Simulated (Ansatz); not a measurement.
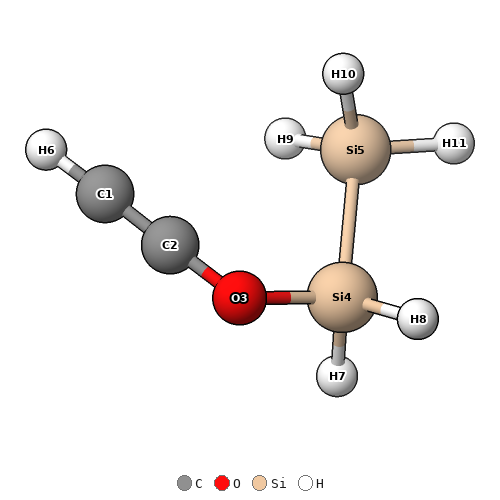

The system is C2H6OSi2, SMILES C#CO[SiH2][SiH3]; the picture shows the reference structure. 
- Coordinates scanned: (1) dihedral C2–O3–Si4–Si5; (2) dihedral O3–Si4–Si5–H9.
- Nothing is relaxed (all other coordinates rigid).
- The scan uses an 18 × 17 grid.
- Points are written as (first, second).
- All energies are given in kcal/mol relative to the lowest grid point.
- Theory: Ansatz 0.2.0, RKS SPW92 (LDA)/def2-SVP.

Its coordinates:

| atom | x (Å) | y (Å) | z (Å) |
| --- | --- | --- | --- |
| C | 0.5512 | 1.1630 | 2.2325 |
| C | 0.4856 | 0.0347 | 1.7702 |
| O | 0.4254 | -1.1482 | 1.2673 |
| Si | -0.3214 | -1.4022 | -0.2596 |
| Si | -0.1159 | 0.5737 | -1.4837 |
| H | 0.6157 | 2.1520 | 2.6671 |
| H | -1.7574 | -1.7867 | -0.0163 |
| H | 0.4107 | -2.5743 | -0.8469 |
| H | -1.0141 | 1.6442 | -0.9306 |
| H | 1.3183 | 1.0268 | -1.4802 |
| H | -0.5327 | 0.2599 | -2.8992 |

Range: dihedral C2–O3–Si4–Si5 from −180 to 160°; dihedral O3–Si4–Si5–H9 from −162.0 to 18.0°.

Predict the map.

The lowest grid point is at (20°, −72.0°). The energy also falls towards the edge at (60°, −162.0°) (0.55 kcal/mol above the lowest) and (−20°, −162.0°) (0.67 kcal/mol above the lowest), where a further well may lie outside the range. There is a further well near (−180°, −60.8°) (1.10 kcal/mol above the lowest at that grid point). The highest grid point, (120°, −128.2°), lies 3.16 kcal/mol above the lowest. On the interpolated surface the easiest way out of the lowest well to the well at about (−180°, −63°) passes a barrier of about 2 kcal/mol. Round the minimum the valley is somewhat tilted: raising dihedral C2–O3–Si4–Si5 shifts the best value of dihedral O3–Si4–Si5–H9 downwards (coupling k₁₂/√(k₁₁k₂₂) about 0.4).

| dihedral O3–Si4–Si5–H9 ↓, dihedral C2–O3–Si4–Si5 → | −180 | −140 | −100 | −60 | −20 | 20 | 60 | 100 | 140 |
| --- | --- | --- | --- | --- | --- | --- | --- | --- | --- |
| 18.0 | 1.91 | 2.72 | 2.55 | 1.26 | 2.16 | 1.24 | 0.96 | 2.43 | 2.61 |
| −4.5 | 2.10 | 2.85 | 2.81 | 1.45 | 2.06 | 2.07 | 1.12 | 2.70 | 2.94 |
| −27.0 | 1.72 | 2.35 | 2.39 | 1.16 | 1.03 | 1.68 | 0.82 | 2.27 | 2.61 |
| −49.5 | 1.20 | 1.80 | 1.80 | 0.78 | 0.29 | 0.49 | 0.42 | 1.67 | 2.00 |
| −72.0 | 1.15 | 1.84 | 1.74 | 0.76 | 0.70 | 0.00 | 0.33 | 1.63 | 1.86 |
| −94.5 | 1.63 | 2.41 | 2.29 | 1.10 | 1.85 | 0.72 | 0.67 | 2.17 | 2.37 |
| −117.0 | 2.08 | 2.81 | 2.78 | 1.47 | 2.30 | 1.85 | 1.03 | 2.64 | 2.92 |
| −139.5 | 2.00 | 2.58 | 2.60 | 1.40 | 1.57 | 2.06 | 0.92 | 2.47 | 2.89 |
| −162.0 | 1.53 | 2.03 | 2.00 | 1.00 | 0.67 | 1.08 | 0.55 | 1.86 | 2.33 |

The table holds every second grid line.

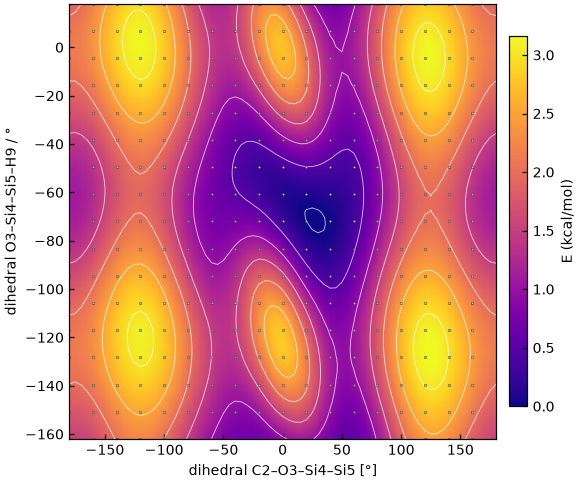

In the figure: a smooth colour map with a few white contour lines, dots at the grid points. Between grid points the surface is interpolated.

Each point was launched as `ansatz run input.yaml --threads 1 --pin off --max-ram 2560MiB --backend cpu --events-out ev --progress --plain --runs-dir out`. The whole map (306 points run) took 20 min on 1 thread of Arm Neoverse N1 (shared host).
